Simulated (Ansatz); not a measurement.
# Al₂GeH₇N: a few steps of dynamics

What does Al₂GeH₇N do in its first 10 fs with a Nosé-Hoover thermostat, with the temperature set to 1500 K?

Computed with Ansatz 0.2.0, Gaussian basis. Level: revPBE/def2-SVP.

### Step 1. The geometry

An earlier PBE0-D4 in a triple-zeta def2 set relaxation fixed the geometry.

11 atoms, charge 0, spin multiplicity 1.

Atoms are counted from 1 here; the program's logs count them from 0.

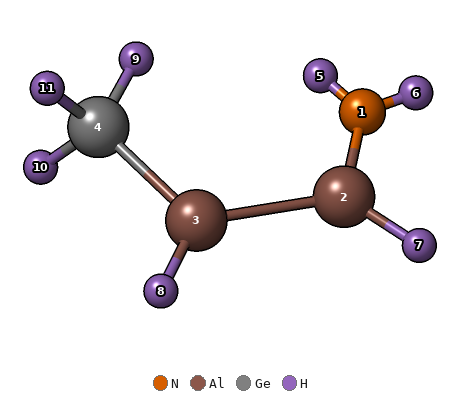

The geometry (nitrogen orange, aluminium brown, germanium grey, hydrogen purple); atoms are numbered from 1 in the order of the file.

### Step 2. Dynamics

File in.yaml:

```yaml
crystal:
  periodic: [false, false, false]
  atoms:
    - {symbol: N, position_ang: [-0.121695, 2.409035, 0.189518]}
    - {symbol: Al, position_ang: [1.297684, 1.485204, 0.714231]}
    - {symbol: Al, position_ang: [1.059574, -1.070616, 0.362781]}
    - {symbol: Ge, position_ang: [-1.036549, -1.954095, -0.650450]}
    - {symbol: H, position_ang: [-0.951308, 1.998562, -0.209594]}
    - {symbol: H, position_ang: [-0.222104, 3.410792, 0.243777]}
    - {symbol: H, position_ang: [2.497125, 2.340798, 1.316819]}
    - {symbol: H, position_ang: [2.153347, -2.169132, 0.739333]}
    - {symbol: H, position_ang: [-2.070735, -0.849834, -0.966046]}
    - {symbol: H, position_ang: [-0.780431, -2.690457, -1.984167]}
    - {symbol: H, position_ang: [-1.759608, -2.967256, 0.264197]}
basis:
  gaussian: {orbitals: def2-SVP}
magnetization: {spin_polarized: true, initial_magnetization: 0}
hamiltonian: {xc: {name: revPBE}}
md: {timestep: 0.5 fs, n_steps: 20, ensemble: nvt_nose_hoover, temperature: 1500, initial_velocities: maxwell_boltzmann, seed: 479}
```

On the command line:

```
ansatz run in.yaml --threads 4 --pin off --events-out ev --progress --plain --max-ram 10444MiB
```

Log (excerpt; [...] marks lines left out):

```text
Functional definition: revPBE
  name "revPBE"
  cite "Zhang & Yang, Phys. Rev. Lett. 80, 890 (1998) doi:10.1103/PhysRevLett.80.890"
  cite "Perdew, Burke & Ernzerhof, Phys. Rev. Lett. 77, 3865 (1996) doi:10.1103/PhysRevLett.77.3865"
[...]
1315 factors; their error is unknown
[...]
mean field -71296.26664521 eV, -2620.0894728661 hartree, gradient 2.4e-5 eV, S^2 0.000000; 0 other end points of the search recorded, 0 dependent functions left out
[...]
reference -71296.26670751 eV, -2620.0894751557 hartree; 36, 36 occupied and 81, 81 virtual orbitals, 1315 factors
md step     0: t =     0.00 fs  T =  1500.0 K  F+E_penalty+E_count = -71296.26664521 eV  E_kin = 1.745010 eV  conserved = -71294.52163522 eV  (31 SCF iters)
[...]
md step     5: t =     2.50 fs  T =  1158.1 K  F+E_penalty+E_count = -71295.86446875 eV  E_kin = 1.347320 eV  conserved = -71294.51720784 eV  (31 SCF iters)
[...]
md step    10: t =     5.00 fs  T =   839.7 K  F+E_penalty+E_count = -71295.49300601 eV  E_kin = 0.976875 eV  conserved = -71294.51654863 eV  (33 SCF iters)
[...]
md step    15: t =     7.50 fs  T =   799.9 K  F+E_penalty+E_count = -71295.44612017 eV  E_kin = 0.930520 eV  conserved = -71294.51677987 eV  (33 SCF iters)
[...]
md step    19: t =     9.50 fs  T =   921.8 K  F+E_penalty+E_count = -71295.58998594 eV  E_kin = 1.072406 eV  conserved = -71294.51988101 eV  (32 SCF iters)
[...]
md step    20: t =    10.00 fs  T =   899.8 K  F+E_penalty+E_count = -71295.56327934 eV  E_kin = 1.046801 eV  conserved = -71294.51912291 eV  (33 SCF iters)
Total energy: -71295.56334256 eV, -2620.0636269705 hartree
Atom 0 at    -0.038840     2.476811     0.185237 Å, force    -2.551566    -0.079451    -0.792199 eV/Å
Atom 1 at     1.223326     1.506500     0.720095 Å, force     3.373797    -2.163650     1.329730 eV/Å
Atom 2 at     1.072510    -1.124000     0.341302 Å, force     0.431799     0.382695     0.636250 eV/Å
Atom 3 at    -1.040653    -1.954060    -0.644214 Å, force    -0.496680    -0.313669    -0.476738 eV/Å
Atom 4 at    -1.007401     2.353396    -0.095802 Å, force    -0.098627     0.080286    -0.171890 eV/Å
Atom 5 at     0.267041     3.408109     0.158464 Å, force     0.040944     2.403521    -0.131327 eV/Å
Atom 6 at     2.512269     2.430324     1.324788 Å, force    -0.616188    -0.445321    -0.341090 eV/Å
Atom 7 at     2.210076    -2.292393     0.752136 Å, force    -0.556364     0.425955    -0.301417 eV/Å
Atom 8 at    -2.503328    -1.282130    -0.917293 Å, force     1.104189    -0.106882     0.025772 eV/Å
Atom 9 at    -0.361201    -2.454300    -2.041603 Å, force    -0.701673     0.003388     0.528610 eV/Å
Atom 10 at    -1.462709    -3.174936     0.251764 Å, force     0.070369    -0.186871    -0.305700 eV/Å
Dipole moment:    -0.210453     0.358380    -0.062598 e Å
```

Wall time 16 s (4 threads of AMD EPYC 9R45, shared host).

### Step 3. Frames and traces

Step by step, with energies from the first frame:

```tsv
time (fs)	T (K)	potential (meV)	conserved (meV)	Al3–H8 (Å)
0.0	1500	0.0	0.00	1.595
0.5	1460	47.7	1.10	1.626
1.0	1384	137.5	3.06	1.657
1.5	1298	240.3	4.78	1.686
2.0	1220	330.7	5.19	1.714
2.5	1158	402.2	4.43	1.739
3.0	1103	465.4	3.51	1.761
3.5	1044	534.0	3.24	1.780
4.0	977	612.9	3.66	1.795
4.5	905	696.3	4.39	1.807
5.0	840	773.6	5.09	1.815
5.5	788	834.1	5.56	1.819
6.0	757	870.3	5.77	1.818
6.5	750	878.9	5.73	1.814
7.0	766	860.6	5.43	1.806
7.5	800	820.5	4.85	1.793
8.0	844	768.0	3.99	1.778
8.5	888	716.6	2.96	1.758
9.0	917	681.9	2.04	1.735
9.5	922	676.7	1.75	1.710
10.0	900	703.4	2.51	1.682
```

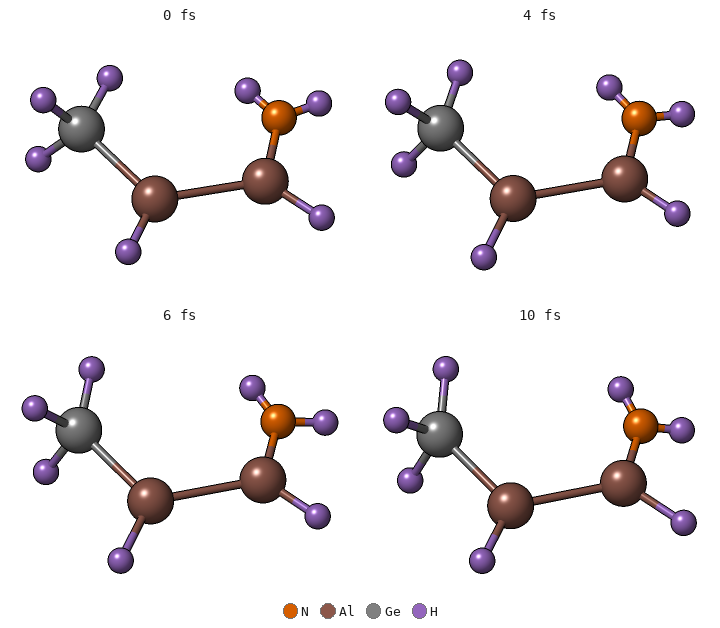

Four frames; sticks are those of the first frame.

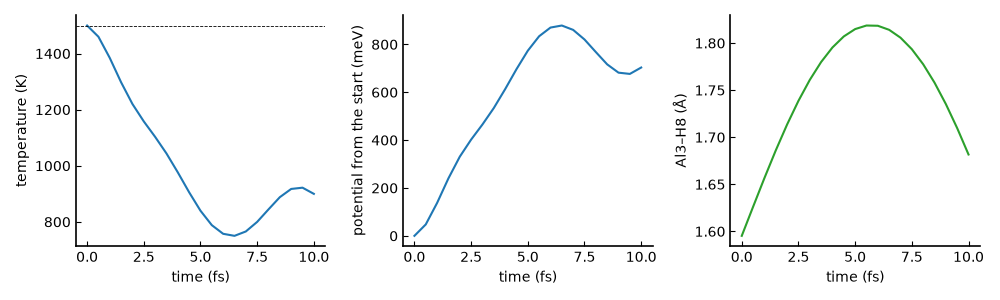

Temperature (the set value dashed), potential energy and the bond that swings most.

Positions (Å) and forces (eV/Å) at 10.0 fs:

```xyz
11

N    -0.039    2.477    0.185   -2.552   -0.079   -0.792
Al    1.223    1.506    0.720    3.374   -2.164    1.330
Al    1.073   -1.124    0.341    0.432    0.383    0.636
Ge   -1.041   -1.954   -0.644   -0.497   -0.314   -0.477
H    -1.007    2.353   -0.096   -0.099    0.080   -0.172
H     0.267    3.408    0.158    0.041    2.404   -0.131
H     2.512    2.430    1.325   -0.616   -0.445   -0.341
H     2.210   -2.292    0.752   -0.556    0.426   -0.301
H    -2.503   -1.282   -0.917    1.104   -0.107    0.026
H    -0.361   -2.454   -2.042   -0.702    0.003    0.529
H    -1.463   -3.175    0.252    0.070   -0.187   -0.306
```

### Step 4. Summary of results

| quantity | value |
| --- | --- |
| length | 20 steps of 0.5 fs |
| temperature, first and last frame | 1500, 900 K |
| temperature, second half | mean 834 K, from 750 to 922 K |
| swing of the potential | 879 meV |
| largest change of the conserved energy | 5.77 meV |
| range of Al3–H8 | 1.595 to 1.819 Å |

**Reading.** From 1500 K at the start the temperature swings between 750 and 1500 K: with 11 atoms it has no steady value yet; energy flows between kinetic and potential parts, and any thermostat adds or takes heat. The conserved energy moves by 5.77 meV, 0.7 % of the potential's swing, so the step is short enough for this stretch. Al3–H8 swings most, by 0.22 Å; no bond breaks. A run of 10 fs gives no averages.
